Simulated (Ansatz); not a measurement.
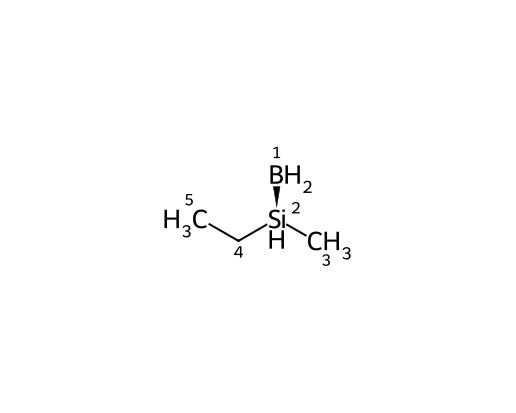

Skeletal drawing with numbered atoms; wedges and dashes mark any stereocentres. The configuration is that of a computed structure (PBE0-D4/def2-TZVP).

Give the R/S and E/Z labels.

Si2: S.
